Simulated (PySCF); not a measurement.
**[BGeH3F3]− (SMILES [BH3-][Ge]([F])([F])[F]) at M06-2X/aug-pc-1**

What is the vertical ionisation energy of [BGeH3F3]− at M06-2X/aug-pc-1? Input form: a Python script.

The calculation is run with PySCF 2.14.0.

**1. The system as given**

The species is [BGeH3F3]− (8 atoms), meant as a singlet with charge -1. SMILES: `[BH3-][Ge]([F])([F])[F]`. The shape comes from GFN2-xTB, which is rough for such elements, and wasn't checked as a minimum.

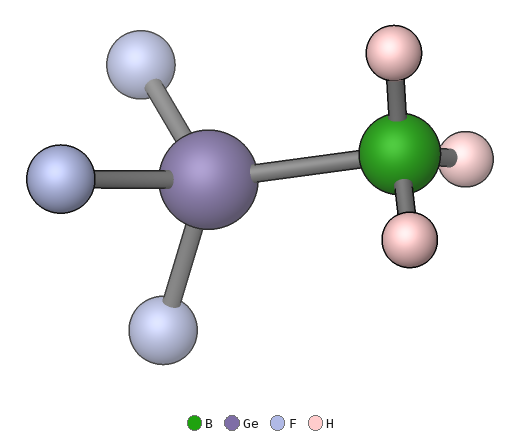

The structure, seen from a chosen angle (boron green, germanium purple, fluorine light blue, hydrogen pink).

**2. A single-point energy at M06-2X/aug-pc-1**

File calc.py:

```python
from pyscf import gto, dft

mol = gto.Mole()
mol.atom = [
    ('B', (-1.057530, -0.115230, 0.873570)),
    ('Ge', (0.633830, 0.068630, -0.525970)),
    ('F', (2.207510, -1.013430, -0.340570)),
    ('F', (0.422410, -0.250580, -2.404310)),
    ('F', (1.582980, 1.723500, -0.734890)),
    ('H', (-1.830410, 0.680340, 0.467060)),
    ('H', (-0.570720, 0.149240, 1.917160)),
    ('H', (-1.388060, -1.242480, 0.747950)),
]
mol.verbose = 3
mol.basis = 'aug-pc-1'
mol.max_memory = 1860
mol.charge = -1
mol.build()

mf = dft.RKS(mol, xc='m06-2x')
mf.grids.level = 4
mf.conv_tol = 1e-10
mf.kernel()
if not mf.converged:
    mf = mf.newton().run(mf.mo_coeff, mf.mo_occ)

energy = mf.e_tot
print('E(%s) = %.9f' % ('M06-2X', energy))
```

Command:

```
$ OMP_NUM_THREADS=1 python calc.py
```

The log of the run:

```text
converged SCF energy = -2403.15916455077
E(M06-2X) = -2403.159164551
```

Run time: 73 s. Hardware: 1 thread of Arm Neoverse V2, shared host; peak memory 1.1 GiB.

**3. Doublet neutral BGeH3F3 at the same level**

File calc.py:

```python
from pyscf import gto, dft

mol = gto.Mole()
mol.atom = '''
B     -1.057530    -0.115230     0.873570
Ge     0.633830     0.068630    -0.525970
F      2.207510    -1.013430    -0.340570
F      0.422410    -0.250580    -2.404310
F      1.582980     1.723500    -0.734890
H     -1.830410     0.680340     0.467060
H     -0.570720     0.149240     1.917160
H     -1.388060    -1.242480     0.747950
'''
mol.spin = 1
mol.basis = 'aug-pc-1'
mol.verbose = 4
mol.max_memory = 1860
mol.charge = 0
mol.build()

mf = dft.UKS(mol)
mf.xc = 'm06-2x'
mf.grids.level = 4
mf.conv_tol = 1e-10
mf.kernel()
if not mf.converged:
    mf = mf.newton().run(mf.mo_coeff, mf.mo_occ)

e_final = mf.e_tot
print('E = %.10f Eh' % e_final)
```

Command:

```
$ OMP_NUM_THREADS=1 python calc.py
```

The log of the run:

```text
PySCF version 2.14.0

[INPUT] num. atoms = 8
[INPUT] num. electrons = 67
[INPUT] charge = 0
[INPUT] spin (= nelec alpha-beta = 2S) = 1
[INPUT] symmetry False subgroup None
[INPUT] Mole.unit = angstrom
[INPUT] Symbol           X                Y                Z      unit          X                Y                Z       unit  Magmom
[INPUT]  1 B     -1.057530000000  -0.115230000000   0.873570000000 AA   -1.998442068511  -0.217753141334   1.650808050636 Bohr   0.0
[INPUT]  2 Ge     0.633830000000   0.068630000000  -0.525970000000 AA    1.197765109533   0.129691903929  -0.993939249737 Bohr   0.0
[INPUT]  3 F      2.207510000000  -1.013430000000  -0.340570000000 AA    4.171589317239  -1.915105146418  -0.643584026243 Bohr   0.0
[INPUT]  4 F      0.422410000000  -0.250580000000  -2.404310000000 AA    0.798239212278  -0.473527572294  -4.543487418553 Bohr   0.0
[INPUT]  5 F      1.582980000000   1.723500000000  -0.734890000000 AA    2.991398660664   3.256942975688  -1.388740831682 Bohr   0.0
[INPUT]  6 H     -1.830410000000   0.680340000000   0.467060000000 AA   -3.458973595665   1.285656271587   0.882615483739 Bohr   0.0
[INPUT]  7 H     -0.570720000000   0.149240000000   1.917160000000 AA   -1.078504493812   0.282022726830   3.622907336971 Bohr   0.0
[INPUT]  8 H     -1.388060000000  -1.242480000000   0.747950000000 AA   -2.623053244464  -2.347946915250   1.413420654868 Bohr   0.0

nuclear repulsion = 378.955848575092
number of shells = 21
number of NR pGTOs = 251
number of NR cGTOs = 155
basis = aug-pc-1
ecp = {}

******** <class 'pyscf.dft.uks.UKS'> ********
method = UKS
initial guess = minao
damping factor = 0
level_shift factor = 0
DIIS = <class 'pyscf.scf.diis.CDIIS'>
diis_start_cycle = 1
diis_space = 8
diis_damp = 0
SCF conv_tol = 1e-10
SCF conv_tol_grad = None
SCF max_cycles = 50
direct_scf = True
direct_scf_tol = 1e-13
number electrons alpha = 34  beta = 33
XC library pyscf.dft.libxc version 7.0.0
    S. Lehtola, C. Steigemann, M. J.T. Oliveira, and M. A.L. Marques.,  SoftwareX 7, 1–5 (2018)
XC functionals = m06-2x
    Y. Zhao and D. G. Truhlar.,  Theor. Chem. Acc. 120, 215 (2008)
    Y. Zhao and D. G. Truhlar.,  Theor. Chem. Acc. 120, 215 (2008)
radial grids:
    Treutler-Ahlrichs [JCP 102, 346 (1995); DOI:10.1063/1.469408] (M4) radial grids

becke partition: Becke, JCP 88, 2547 (1988); DOI:10.1063/1.454033
pruning grids: <function nwchem_prune>
grids dens level: 4
symmetrized grids: False
atomic radii adjust function: <function treutler_atomic_radii_adjust>
small_rho_cutoff = 0
Set gradient conv threshold to 1e-05
tot grids = 191928
init E= -2401.95007881748
[... the frontier-level lines of each cycle are left out ...]

cycle= 1 E= -2402.73260790133  delta_E= -0.783  |g|= 0.623  |ddm|= 1.96
cycle= 2 E= -2402.47920359735  delta_E= 0.253  |g|= 1.08  |ddm|= 1.33
cycle= 3 E= -2402.92194203969  delta_E= -0.443  |g|= 0.0547  |ddm|= 0.723
cycle= 4 E= -2402.92394479952  delta_E= -0.002  |g|= 0.0202  |ddm|= 0.101
cycle= 5 E= -2402.92424358646  delta_E= -0.000299  |g|= 0.00383  |ddm|= 0.0367
cycle= 6 E= -2402.92425872076  delta_E= -1.51e-05  |g|= 0.00271  |ddm|= 0.0105
cycle= 7 E= -2402.92426211056  delta_E= -3.39e-06  |g|= 0.00129  |ddm|= 0.00326
cycle= 8 E= -2402.92426319574  delta_E= -1.09e-06  |g|= 0.000336  |ddm|= 0.00191
cycle= 9 E= -2402.92426335896  delta_E= -1.63e-07  |g|= 0.000127  |ddm|= 0.000778
cycle= 10 E= -2402.92426339946  delta_E= -4.05e-08  |g|= 3.94e-05  |ddm|= 0.000509
cycle= 11 E= -2402.92426340412  delta_E= -4.66e-09  |g|= 1.7e-05  |ddm|= 0.000177
cycle= 12 E= -2402.92426340487  delta_E= -7.54e-10  |g|= 1.02e-05  |ddm|= 7.42e-05
cycle= 13 E= -2402.92426340502  delta_E= -1.46e-10  |g|= 5.6e-06  |ddm|= 2.54e-05
cycle= 14 E= -2402.92426340505  delta_E= -3.37e-11  |g|= 4.9e-06  |ddm|= 1.06e-05
Extra cycle  E= -2402.92426340505  delta_E= 6.82e-12  |g|= 6.59e-06  |ddm|= 9.8e-06
converged SCF energy = -2402.92426340505  <S^2> = 0.75952282  2S+1 = 2.0095003
E = -2402.9242634050 Eh
```

Run time: 2.9 min. Hardware: 1 thread of Arm Neoverse V2, shared host; peak memory 1.2 GiB.

**4. Outcome**

At M06-2X/aug-pc-1:

| quantity | value |
| --- | --- |
| singlet [BGeH3F3]−: total energy | -2403.15916 Eh |
| singlet [BGeH3F3]−: HOMO energy | -5.30 eV |
| singlet [BGeH3F3]−: LUMO energy | 2.67 eV |
| singlet [BGeH3F3]−: HOMO–LUMO gap (to an unbound level, set by the basis) | 7.97 eV |
| doublet neutral BGeH3F3: total energy | -2402.92426 Eh |
| doublet neutral BGeH3F3: dipole moment | 4.36 D |
| doublet neutral BGeH3F3: HOMO energy (highest over α and β) | -12.43 eV |
| doublet neutral BGeH3F3: LUMO energy (lowest over α and β) | -7.51 eV |
| doublet neutral BGeH3F3: ⟨S²⟩ | 0.760 |
| vertical detachment energy (to the doublet neutral) | 6.392 eV |

**Reading.** The vertical ionisation energy comes to 6.39 eV (617 kJ/mol). The negative HOMO energy of the first species, 5.30 eV, lies 1.09 eV below that difference. Mulliken charges (singlet [BGeH3F3]−) run from -0.82 on F4 to +1.50 on Ge2; in a basis this large or diffuse they mean little. Mulliken charges (doublet neutral BGeH3F3) run from -0.72 on F4 to +1.88 on Ge2; in a basis this large or diffuse they mean little.
